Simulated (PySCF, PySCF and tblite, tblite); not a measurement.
# C4H8SSi2: a path driven as rotation about a bond, and NMR exchange, part 2 of 2

PySCF and tblite. Atoms count from 0. The steps go on from the part before.

## 7. Shieldings, saddle of leg 1: BP86/pcSseg-1

What the job is given:

```
{"job": {"kind": "nmr", "xc": "BP86", "basis": "pcSseg-1", "pop": false}, "charge": 0, "multiplicity": 1}
C      2.926410    -0.651308     0.402184
C      2.056316    -0.624285    -0.586947
S      1.881889     0.756640    -1.688415
Si     0.532494     1.936945    -0.481879
C     -0.927777     0.876144    -0.095928
C     -1.846040     0.116356     0.123436
Si    -3.257136    -1.034514     0.461095
H      3.020932    -1.511842     1.043024
H      3.578909     0.181612     0.603767
H      1.400568    -1.449317    -0.820649
H      0.201171     3.054891    -1.350354
H      1.222403     2.290116     0.756532
H     -4.305622    -0.270347     1.140410
H     -2.754665    -2.113260     1.315686
H     -3.729853    -1.557833    -0.821961
```

What it wrote:

```text
coarse grid: 14176 points
cycle   1  E = -1134.2523681221  dE =  4.781e-01  |g| = 5.586e-01  |ddm| = 3.777e+00
cycle   2  E = -1134.1382108664  dE =  1.142e-01  |g| = 8.317e-01  |ddm| = 1.551e+00
cycle   3  E = -1134.3337701783  dE = -1.956e-01  |g| = 1.215e-01  |ddm| = 1.116e+00
cycle   4  E = -1134.3360210070  dE = -2.251e-03  |g| = 1.033e-01  |ddm| = 2.306e-01
cycle   5  E = -1134.3385848622  dE = -2.564e-03  |g| = 3.564e-02  |ddm| = 9.561e-02
cycle   6  E = -1134.3388988474  dE = -3.140e-04  |g| = 1.070e-02  |ddm| = 4.141e-02
cycle   7  E = -1134.3389269565  dE = -2.811e-05  |g| = 4.972e-03  |ddm| = 1.525e-02
cycle   8  E = -1134.3389331930  dE = -6.236e-06  |g| = 1.383e-03  |ddm| = 4.996e-03
final grid: 123408 points
cycle   9  E = -1134.3992601517  dE = -2.539e-05  |g| = 3.790e-03  |ddm| = 4.334e-02
cycle  10  E = -1134.3992486376  dE =  1.151e-05  |g| = 7.235e-03  |ddm| = 8.197e-03
cycle  11  E = -1134.3992621698  dE = -1.353e-05  |g| = 2.066e-03  |ddm| = 6.650e-03
cycle  12  E = -1134.3992630883  dE = -9.185e-07  |g| = 9.310e-04  |ddm| = 2.078e-03
cycle  13  E = -1134.3992632664  dE = -1.781e-07  |g| = 3.505e-04  |ddm| = 9.541e-04
cycle  14  E = -1134.3992633001  dE = -3.372e-08  |g| = 5.184e-05  |ddm| = 3.384e-04
cycle  15  E = -1134.3992633009  dE = -7.867e-10  |g| = 1.499e-05  |ddm| = 1.020e-04
converged SCF energy = -1134.3992633009

GIAO shielding tensors (ppm)
atom      isotropic    diamagn.    paramagn.     s11        s22        s33       span
  0 C       46.600     254.964    -208.364    -68.797     61.035    147.562    216.359
  1 C       44.085     260.231    -216.146    -65.615     54.275    143.595    209.209
  2 S      558.117    1058.868    -500.752    436.334    484.009    754.007    317.674
  3 Si     382.345     882.414    -500.069    328.521    387.627    430.888    102.368
  4 C       68.620     264.903    -196.283    -31.727    -20.439    258.026    289.753
  5 C       71.135     263.018    -191.883    -24.157    -13.263    250.824    274.981
  6 Si     435.340     883.334    -447.995    427.827    429.732    448.460     20.632
  7 H       25.566      31.380      -5.815     22.043     25.157     29.497      7.454
  8 H       25.569      31.134      -5.565     21.204     25.241     30.262      9.058
  9 H       24.879      34.754      -9.876     22.494     23.896     28.246      5.752
 10 H       26.550      28.407      -1.857     23.045     24.403     32.202      9.156
 11 H       26.571      30.327      -3.756     22.352     25.658     31.701      9.349
 12 H       27.390      28.422      -1.032     23.914     25.772     32.483      8.570
 13 H       27.377      30.215      -2.838     23.861     26.200     32.070      8.208
 14 H       27.364      29.164      -1.799     23.933     25.962     32.198      8.265
```

Wall time 24 s (1 thread of Arm Neoverse V2, shared host); peak memory 0.7 GiB.

Key values: HOMO -5.98 eV, LUMO -1.91 eV; dipole 1.80 D.

## 8. Shieldings, end: BP86/pcSseg-1

What the job is given:

```
{"job": {"kind": "nmr", "xc": "BP86", "basis": "pcSseg-1", "pop": false}, "charge": 0, "multiplicity": 1}
C      2.164013    -0.866228     0.374166
C      2.546813    -0.541950    -0.848691
S      1.928490     0.741495    -1.866255
Si     0.619771     1.917985    -0.599390
C     -0.826671     0.892017    -0.086012
C     -1.748162     0.171544     0.231154
Si    -3.158418    -0.926180     0.718194
H      2.632589    -1.686602     0.890605
H      1.378551    -0.349153     0.898344
H      3.324539    -1.085783    -1.364182
H      0.228260     2.997169    -1.493276
H      1.389564     2.342103     0.567202
H     -4.141344    -0.097732     1.420617
H     -2.626664    -1.968861     1.598898
H     -3.725513    -1.502265    -0.501955
```

What it wrote:

```text
coarse grid: 14176 points
cycle   1  E = -1134.2505814811  dE =  4.932e-01  |g| = 5.713e-01  |ddm| = 3.809e+00
cycle   2  E = -1134.1183587366  dE =  1.322e-01  |g| = 8.708e-01  |ddm| = 1.590e+00
cycle   3  E = -1134.3306060342  dE = -2.122e-01  |g| = 1.707e-01  |ddm| = 1.190e+00
cycle   4  E = -1134.3374300254  dE = -6.824e-03  |g| = 1.059e-01  |ddm| = 2.682e-01
cycle   5  E = -1134.3399847874  dE = -2.555e-03  |g| = 4.223e-02  |ddm| = 1.073e-01
cycle   6  E = -1134.3404077322  dE = -4.229e-04  |g| = 1.612e-02  |ddm| = 4.995e-02
cycle   7  E = -1134.3404766683  dE = -6.894e-05  |g| = 5.286e-03  |ddm| = 1.871e-02
cycle   8  E = -1134.3404833691  dE = -6.701e-06  |g| = 1.450e-03  |ddm| = 5.378e-03
final grid: 123408 points
cycle   9  E = -1134.4014173707  dE = -2.431e-05  |g| = 3.170e-03  |ddm| = 3.524e-02
cycle  10  E = -1134.4014128322  dE =  4.538e-06  |g| = 4.942e-03  |ddm| = 6.454e-03
cycle  11  E = -1134.4014186280  dE = -5.796e-06  |g| = 1.798e-03  |ddm| = 5.459e-03
cycle  12  E = -1134.4014193582  dE = -7.302e-07  |g| = 5.628e-04  |ddm| = 2.141e-03
cycle  13  E = -1134.4014194642  dE = -1.059e-07  |g| = 2.811e-04  |ddm| = 6.774e-04
cycle  14  E = -1134.4014194861  dE = -2.194e-08  |g| = 5.290e-05  |ddm| = 2.549e-04
cycle  15  E = -1134.4014194868  dE = -6.821e-10  |g| = 1.801e-05  |ddm| = 8.354e-05
converged SCF energy = -1134.4014194868

GIAO shielding tensors (ppm)
atom      isotropic    diamagn.    paramagn.     s11        s22        s33       span
  0 C       65.249     258.723    -193.474    -35.907     74.924    156.729    192.636
  1 C       45.813     258.864    -213.051    -59.332     51.441    145.331    204.663
  2 S      526.676    1059.136    -532.459    365.047    492.424    722.559    357.512
  3 Si     400.848     882.319    -481.471    363.398    405.409    433.736     70.338
  4 C       70.315     265.176    -194.861    -29.405    -18.911    259.261    288.665
  5 C       67.986     262.860    -194.873    -25.458    -16.557    245.974    271.432
  6 Si     434.957     883.260    -448.303    427.590    429.305    447.974     20.384
  7 H       26.177      30.232      -4.055     23.723     25.180     29.628      5.905
  8 H       26.098      35.933      -9.834     22.814     26.055     29.427      6.613
  9 H       25.292      29.282      -3.990     21.890     25.272     28.714      6.824
 10 H       26.820      28.142      -1.321     22.822     25.335     32.303      9.482
 11 H       26.459      29.307      -2.848     22.550     25.050     31.776      9.227
 12 H       27.390      28.352      -0.962     23.901     25.798     32.469      8.567
 13 H       27.381      30.021      -2.641     23.809     26.305     32.028      8.219
 14 H       27.367      29.182      -1.815     23.886     25.944     32.271      8.385
```

Run time: 24 s. Hardware: 1 thread of Arm Neoverse V2, shared host; peak memory 0.7 GiB.

This run: HOMO -5.65 eV, LUMO -1.90 eV; dipole 1.52 D.

## 9. Barriers, rates and exchange

What the job is given:

```
{"job": {"smiles": "C=CS[SiH2]C#C[SiH3]", "charge": 0, "mult": 1, "motion": "rotation", "what": "enol ether", "atoms": [1, 2], "drives": [{"terms": [["t", [0, 1, 2, 3], 0.5], ["t", [9, 1, 2, 3], 0.5]], "by": 180, "n": 12}], "study": "path", "level": {"kind": "nmr", "xc": "BP86", "basis": "pcSseg-1"}, "fields": [250, 600, 700], "first": 2, "seed": 777, "kind": "path"}, "charge": 0, "multiplicity": 1}
C      3.104300    -1.099223     0.147830
C      2.064123    -0.299540    -0.009513
S      2.038076     1.002756    -1.193230
Si     0.345811     2.166088    -0.501121
C     -1.030579     0.977816    -0.183534
C     -1.878888     0.137202     0.022814
Si    -3.185521    -1.139106     0.333083
H      3.084570    -1.903140     0.863220
H      4.001536    -0.977211    -0.433516
H      1.152853    -0.410735     0.558585
H      0.072283     3.066584    -1.609019
H      0.720801     2.821477     0.750528
H     -4.308775    -0.469763     0.992700
H     -2.603104    -2.166911     1.199247
H     -3.581898    -1.698305    -0.959986
```

What it wrote:

```text
stationary points (kcal/mol above the start)
  n  kind          group   xTB      DFT    lowest mode
  0  minimum      C1       0.00     0.00       3.9
  1  saddle       C1       1.75     1.03     -72.8
  2  minimum      C1      -0.96    -0.63       3.6

GFN2-xTB energies: T/K, barrier G, reaction G (kcal/mol), k forward, k back (1/s)
 150.00     1.93    -0.70   4.84e+09   4.66e+08
 200.00     2.07    -0.66   2.28e+10   4.37e+09
 250.00     2.22    -0.62   5.92e+10   1.71e+10
 298.15     2.38    -0.58   1.11e+11   4.15e+10
 350.00     2.56    -0.55   1.83e+11   8.29e+10
 400.00     2.75    -0.52   2.63e+11   1.37e+11
 500.00     3.14    -0.46   4.44e+11   2.79e+11

BP86/pcSseg-1 + D3(BJ) energies: T/K, barrier G, reaction G (kcal/mol), k forward, k back (1/s)
 150.00     1.21    -0.36   5.47e+10   1.61e+10
 200.00     1.35    -0.32   1.41e+11   6.23e+10
 250.00     1.50    -0.29   2.54e+11   1.43e+11
 298.15     1.66    -0.25   3.77e+11   2.47e+11
 350.00     1.84    -0.22   5.16e+11   3.78e+11
 400.00     2.03    -0.18   6.52e+11   5.17e+11
 500.00     2.41    -0.13   9.19e+11   8.07e+11
```

It took 87 s on 1 thread of Arm Neoverse V2, shared host; peak memory 0.7 GiB. This counts the whole study up to here.

Barriers by level (kcal/mol; entropies in cal/(mol K)). Zero-point and thermal terms come from xTB in every row. ΔG‡ leaves symmetry out; the rate counts one path; effective ΔG‡, where given, is the barrier that would give that rate by Eyring's equation alone:

```
                 level   ΔE‡  with zero-point   ΔH‡   ΔS‡  ΔG‡ (298 K)  ΔE of reaction  k at 298 K (1/s)  effective ΔG‡
              GFN2-xTB  1.75             1.63  1.12  -4.2         2.38           -0.96           1.1e+11           2.38
BP86/pcSseg-1 + D3(BJ)  1.03             0.91  0.40  -4.2         1.66           -0.63           3.8e+11           1.66
```

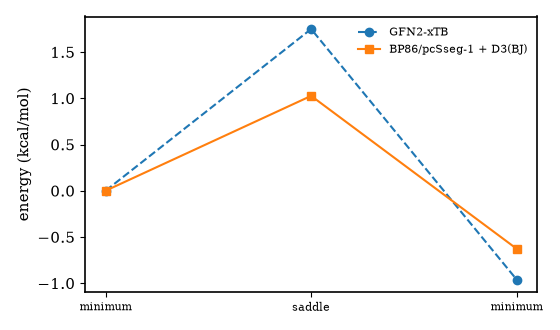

The xTB stationary points, at both levels.

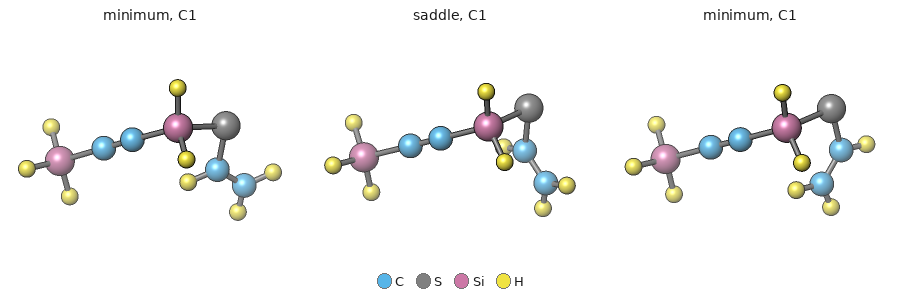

The stationary points in order.

Sites that the driver pairs across this motion, and where their lines would merge (no couplings; faster rotations or exchange between molecules can average them sooner):

```
nucleus        sites: shielding (ppm)  proton frequency (MHz)  spread (Hz)  coalescence (K)  lines at 298 K
   29Si  Si3: 389.2; Si3 (end): 400.8                     700         1622         below 40               –
    13C      C0: 63.3; C0 (end): 65.2                     700          341         below 40               –
     1H    H9: 25.11; H9 (end): 25.29                     700          126         below 40               –
     1H    H7: 26.02; H7 (end): 26.18                     700          107         below 40               –
    13C      C5: 68.4; C5 (end): 68.0                     700           80         below 40               –
     1H  H10: 26.72; H10 (end): 26.82                     700           73         below 40               –
     1H  H11: 26.36; H11 (end): 26.46                     700           67         below 40               –
    13C      C1: 45.5; C1 (end): 45.8                     700           54         below 40               –
```

Rows that set an atom against itself at the end compare its shielding in the two forms.

## 10. What came out

This closing draws on all 2 parts.

| quantity | value |
| --- | --- |
| barrier (BP86/pcSseg-1 + D3(BJ)) | ΔE‡ 1.0, ΔG‡(298 K) 1.7 kcal/mol |
| barrier (GFN2-xTB) | ΔE‡ 1.8 kcal/mol |
| rate at 298 K | 3.8e+11 s⁻¹ |
| end of the path | -0.6 kcal/mol from the start |

DFT puts the top 1.0 kcal/mol above the start (xTB: 1.8); the rate from the DFT barrier is 3.8e+11 s⁻¹ at 298 K. An error of 1.4 kcal/mol changes that rate tenfold.
